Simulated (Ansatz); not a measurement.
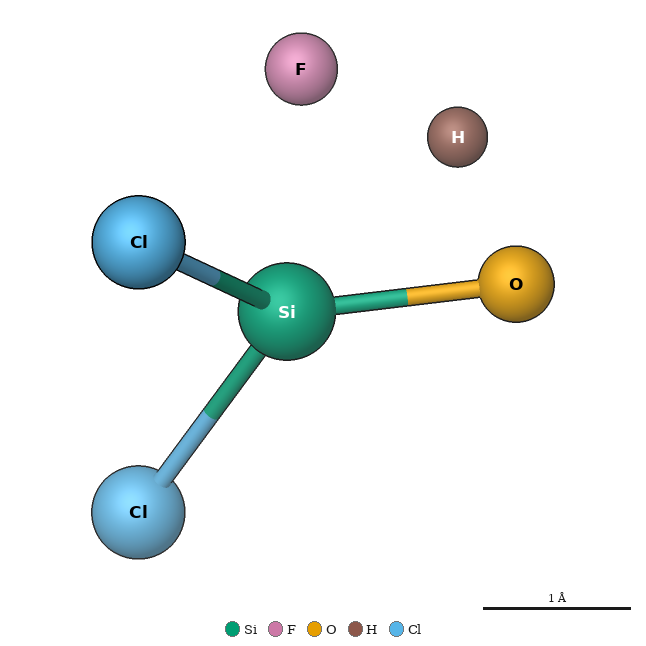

The picture shows the input geometry.

Input file:

```yaml
crystal:
  periodic: [false, false, false]
  atoms:
    - {symbol: Si, position_ang: [0.257155, 0.194717, -0.313827]}
    - {symbol: F, position_ang: [-0.764264, -0.260120, 1.346609]}
    - {symbol: O, position_ang: [-0.378946, -1.197219, -0.720071]}
    - {symbol: H, position_ang: [-0.844076, -1.076738, 0.462424]}
    - {symbol: Cl, position_ang: [-0.460380, 1.950718, -0.988025]}
    - {symbol: Cl, position_ang: [2.190511, 0.388542, 0.212990]}
basis:
  gaussian: {orbitals: def2-SVP}
hamiltonian: {xc: pbe0, dispersion: d4}
saddle:
  f_tol: 0.03
  max_steps: 150
  mode_guess:
    - [0.5102, 0.2272, -0.8295]
    - [-0.5764, -0.9042, 0.0965]
    - [0.3644, -0.0944, -0.9264]
    - [-0.2982, 0.7714, 1.6595]
    - [0.0000, 0.0000, 0.0000]
    - [0.0000, 0.0000, 0.0000]
```

Output (its end):

```
the calculation of the forces begins
reference -37674.80202522 eV, -1384.5234375289 hartree; 33, 33 occupied and 54, 54 virtual orbitals, 842 factors
these checks for a lower state are left out or cut short: stability, starts, cluster_reference, orbital_swaps, neighbouring_geometries, increment
842 factors; integrals over basis functions are off by at most 3.3e-4 eV
mean field -37674.79970865 eV, -1384.5233523966 hartree, gradient 1.0e-6 eV, S^2 0.000000; 0 other end points of the search recorded, 0 dependent functions left out
the calculation of the forces begins
reference -37674.79973381 eV, -1384.5233533210 hartree; 33, 33 occupied and 54, 54 virtual orbitals, 842 factors
these checks for a lower state are left out or cut short: stability, starts, cluster_reference, orbital_swaps, neighbouring_geometries, increment
842 factors; integrals over basis functions are off by at most 3.4e-4 eV
mean field -37674.80199995 eV, -1384.5234366002 hartree, gradient 1.9e-6 eV, S^2 0.000000; 0 other end points of the search recorded, 0 dependent functions left out
the calculation of the forces begins
reference -37674.80202531 eV, -1384.5234375320 hartree; 33, 33 occupied and 54, 54 virtual orbitals, 842 factors
these checks for a lower state are left out or cut short: stability, starts, cluster_reference, orbital_swaps, neighbouring_geometries, increment
842 factors; integrals over basis functions are off by at most 3.4e-4 eV
mean field -37674.80209250 eV, -1384.5234400013 hartree, gradient 2.0e-6 eV, S^2 0.000000; 0 other end points of the search recorded, 0 dependent functions left out
the calculation of the forces begins
reference -37674.80211785 eV, -1384.5234409330 hartree; 33, 33 occupied and 54, 54 virtual orbitals, 842 factors
saddle step  65: F+E_penalty+E_count = -37674.92204869 eV  max|allowed force component| = 2.992e-2 eV/Å  curvature = +0.0103 eV/Å²  mode residual = 3.42e-1 eV/Å²  Δτ_max = 0.0478 Å  (13 rotations, 21 force calls, 343 SCF iters)  cluster: 3 rotations left out, max|force component along them| = 1.554e-7 eV/Å
Error: the saddle search stopped after 65 steps at a force within `saddle.f_tol`, on a geometry that it can call neither a saddle nor a minimum. The deciding curvature is +0.010 ± 0.033 eV/Å² (`saddle.curvature_tol` = 5.0e-2) with a residual of 3.42e-1 eV/Å² (`saddle.rotation.residual_tol` = 1.0e-1); the other curvature read beside it is +0.021 ± 0.492 eV/Å². A curvature within its tolerance of zero comes of noisy forces (tighten `saddle.dr2_threshold` and, under a hybrid functional on plane waves, `saddle.exx_energy_threshold`; in a Gaussian basis set `accuracy: high`), of a flat stretch of a valley (tighten `saddle.f_tol`), or of solves that end off the electron count, as they can under `cold` smearing where the levels leave a gap (set `scf.occupations.method` to `fixed`, `gaussian`, `fermi_dirac` or, not under a hybrid functional, `methfessel_paxton`). For a residual above its tolerance raise `saddle.rotation.max_rotations` and `saddle.rotation.max_unguided_rotations`, or loosen `saddle.rotation.residual_tol` where the forces' noise keeps it out of reach. The ± is a reading's asymmetry, taken as the error of a positive curvature. Such a curvature stays undecided where it or the other curvature read, less its own ±, is not over `saddle.curvature_tol`. A negative one must be confirmed at half of `saddle.amplitude`, with the atoms moved between the exchange–correlation grid's points (not under `hamiltonian.xc: hf`) and by an estimate at the nearby stationary point. Where `saddle.amplitude` is far under its default, raise it towards the default first. Otherwise see `saddle.amplitude`. From 41 of its steps this search moved with no negative curvature along its mode to follow. A search started from a geometry of this one does not count those moves and, where it converges, warns only of its own. With `saddle.order_check` unset, a search from the last step can check the order less strictly than this one. `saddle.order_check: true` asks for the full check and warns where it cannot tell
F+E_penalty+E_count at the last step = -37674.92204869 eV
to start another search from the last step: its geometry and its mode (saddle.mode_guess, Cartesian), with saddle.order_check: true (the message says why):
  atoms:
    - { symbol: Si, position_ang: [1.23675094, 0.49318828, -2.08642526] }
    - { symbol: F, position_ang: [-2.20947484, -1.15925331, 3.36662909] }
    - { symbol: O, position_ang: [1.49658554, -0.11830860, -3.45482451] }
    - { symbol: H, position_ang: [-2.59618389, -1.17166165, 4.20171447] }
    - { symbol: Cl, position_ang: [-0.27408783, 1.74955539, -1.60707965] }
    - { symbol: Cl, position_ang: [2.34641008, 0.20637989, -0.41991413] }
  mode_guess:
    - [0.15113521, 0.06459941, -0.24937029]
    - [-0.30645740, -0.19394121, 0.42375735]
    - [0.30192642, 0.27138780, -0.31327194]
    - [-0.20081813, 0.02348595, 0.47329975]
    - [0.04280978, -0.09213707, -0.16006294]
    - [0.01140412, -0.07339489, -0.17435193]
  order_check: true
```

The run did not converge.
